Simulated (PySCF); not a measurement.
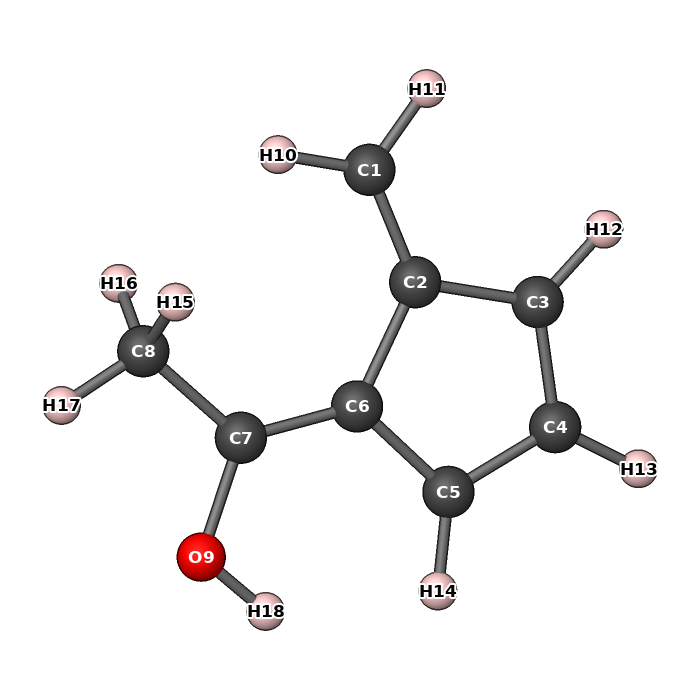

The questions are on Mulliken spin populations. The species is neutral and a spin doublet. The geometry was computed by an optimisation with GFN2-xTB. No frequency run is at hand to confirm it as a minimum. Method: UKS B3LYP, pcH-1 on C H O, non-relativistic (PySCF 2.14.0).

### Which atom carries the largest spin population?

C5 (0.46 e).

### Which atom has the lowest spin population?

C4 (−0.20 e); a negative value comes from spin polarisation.

Give the Mulliken spin populations atom by atom.

```tsv
atom	value (e)
C1	0.40
C2	−0.16
C3	0.44
C4	−0.20
C5	0.46
C6	−0.10
C7	0.20
C8	−0.02
O9	0.03
H10	−0.02
H11	−0.02
H12	−0.02
H13	0.01
H14	−0.02
H15	0.01
H16	0.01
H17	0.00
H18	0.00
```

Mulliken values depend strongly on the basis set.
